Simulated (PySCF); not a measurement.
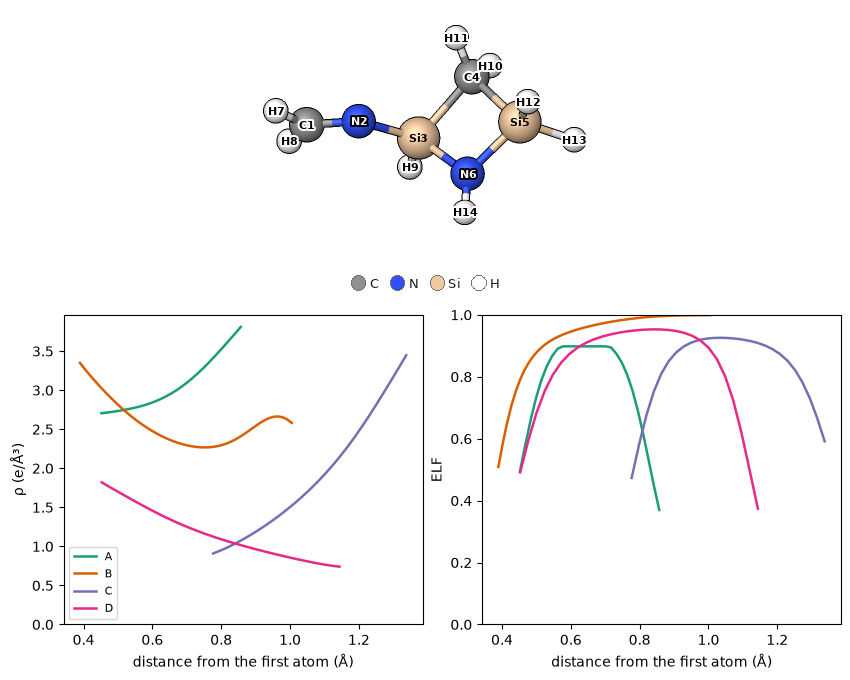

*C₂H₈N₂Si₂. Total electron density and ELF along straight lines between neighbouring atoms. The curves leave out the atomic cores. The structure is drawn too.*

Geometry: GFN2-xTB.

Computed with PBE0/def2-SVPD, SCF density, gas phase in PySCF.

Input file:

```
{"job": {"kind": "uv", "xc": "PBE0", "basis": "def2-SVPD", "nstates": 8, "ntriplets": 3}, "charge": 0, "multiplicity": 1}
C      2.862399     0.106131    -0.207720
N      1.623160     0.005646    -0.297359
Si     0.381121    -0.062307     0.899063
C     -1.020306     1.155423     0.467415
Si    -2.137015    -0.331972     0.036806
N     -0.768250    -1.302187     0.491335
H      3.460908     0.144703    -1.115101
H      3.420209     0.161680     0.732911
H      0.804842    -0.146209     2.300832
H     -1.358864     1.761017     1.301157
H     -0.811460     1.827171    -0.358014
H     -2.527280    -0.471095    -1.366154
H     -3.281953    -0.549348     0.923722
H     -0.648188    -2.299127     0.448968
```

Command:

```sh
OMP_NUM_THREADS=1 python probes_run.py task.json out
```

### Which curve belongs to which contact (C–N, C–Si, N–H and Si–N)? The first atom named is at distance zero.

Curve A: C–N (1.25 Å): ρ at the midpoint is about 2.9 e/Å³; the ELF peaks at about 0.90 between the atoms (a short, multiple covalent bond). Curve B: N–H (1.01 Å): the density is about 2.8 e/Å³ at the midpoint; the ELF climbs to about 1 towards the hydrogen, as it does in any bond to H (a covalent bond by its length). Curve C: Si–N (1.73 Å): ρ at the midpoint is about 1.1 e/Å³; the ELF peaks at about 0.95 between the atoms: a polar covalent bond. Curve D: C–Si (1.91 Å): ρ is about 0.91 e/Å³ halfway; the ELF peaks at about 0.95 between the atoms: localised, covalent bonding.
